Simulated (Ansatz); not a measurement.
## Electronic structure of C₅H₆F₂ in real space

The calculation's input:

```
crystal:
  periodic: [false, false, false]
  atoms:
    - {symbol: F, position_ang: [-0.302414, 1.333641, 1.801954]}
    - {symbol: C, position_ang: [0.416264, 0.926697, 0.679974]}
    - {symbol: C, position_ang: [0.958077, -0.448566, 0.877611]}
    - {symbol: C, position_ang: [0.343102, -1.328269, 0.095466]}
    - {symbol: C, position_ang: [-0.704154, -0.698580, -0.769924]}
    - {symbol: C, position_ang: [-0.519724, 0.797701, -0.526915]}
    - {symbol: F, position_ang: [0.094136, 1.373110, -1.628906]}
    - {symbol: H, position_ang: [1.174275, 1.692661, 0.493054]}
    - {symbol: H, position_ang: [1.738405, -0.670543, 1.594000]}
    - {symbol: H, position_ang: [0.550771, -2.392087, 0.078741]}
    - {symbol: H, position_ang: [-0.569716, -0.915468, -1.832954]}
    - {symbol: H, position_ang: [-1.707157, -1.043746, -0.498589]}
    - {symbol: H, position_ang: [-1.451263, 1.338749, -0.348912]}
basis:
  gaussian: {orbitals: def2-TZVPP}
hamiltonian: {xc: pbe0, dispersion: d4}
output: {orbitals: {seedname: orbitals}}
```

Launched as:

```sh
ansatz run in.yaml --threads 2 --pin off --events-out ev --progress --plain --max-ram 32768MiB --backend cuda --devices 0, --max-vram 18GiB
```

Geometry: PBE0-D4/def2-TZVP.

All numbers below come from RKS PBE0-D4/def2-TZVPP (Ansatz).

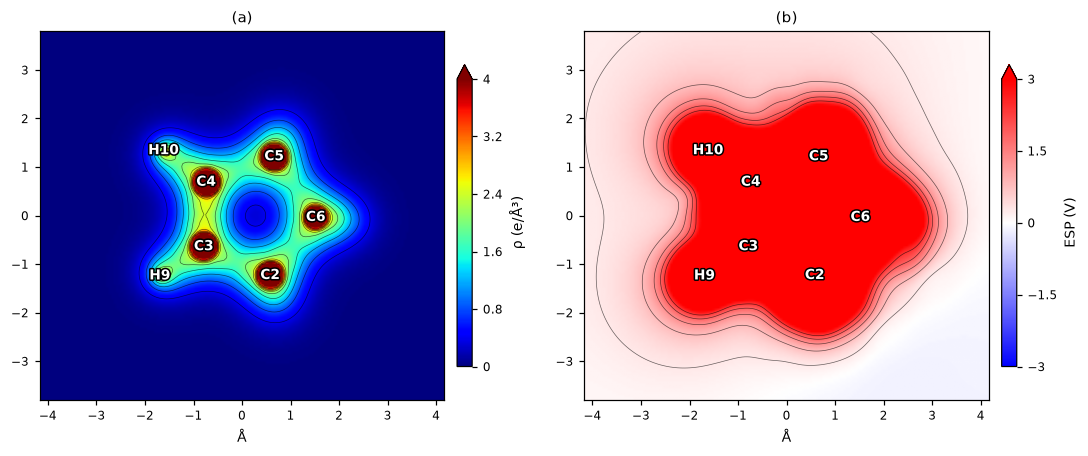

Figure 1. (a) total electron density; (b) molecular electrostatic potential on the plane of atoms C4, C3 and H9.

### Read the bonding off the picture.

- Atoms in the plane: C and H.
- C–C (1.33 Å): ρ at the midpoint is about 2.4 e/Å³.
- C–H (1.08 Å): the density is about 2 e/Å³ at the midpoint.
- C–C (1.49 Å): ρ is about 1.8 e/Å³ halfway.
- C–C (1.53 Å): the density is about 1.7 e/Å³ at the midpoint.
- The potential has no marked negative region in this plane.

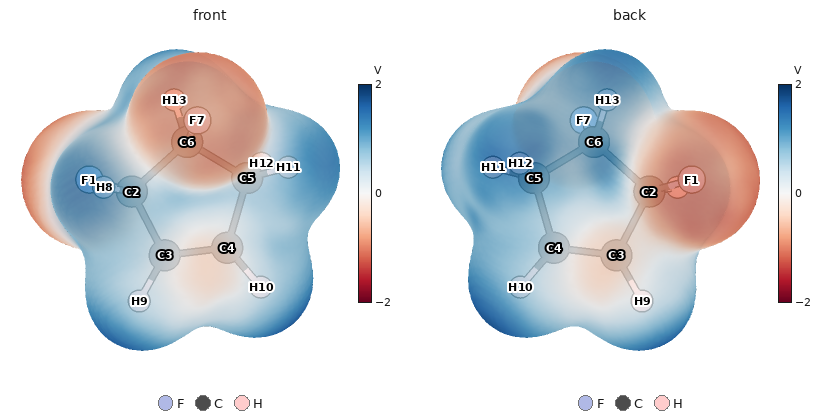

Figure 2. The electrostatic potential painted on the density surface at 0.004 e/bohr³, seen from the front and from behind; red is negative and blue positive.

### Describe the electrostatic potential map.

The most negative region (about −1.1 V) lies over F1, the most positive (about +1.7 V) over H9 and H10.

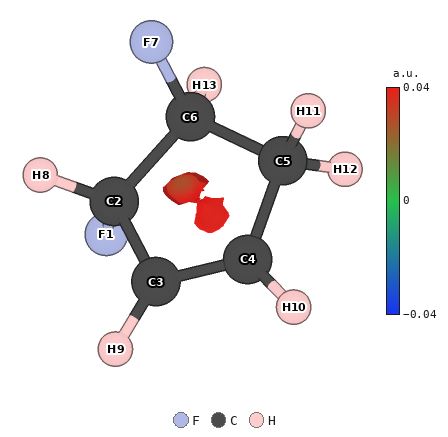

Figure 3. Non-covalent interaction (NCI) plot: the surface where the reduced density gradient is 0.6, for densities under 0.05 a.u., coloured by sign(λ₂)ρ; seen at a tilt.

### What holds or crowds the atoms apart from the covalent bonds?

Inside the ring or cage of C2, C3, C4, C5 and C6: steric crowding (red) (×2).
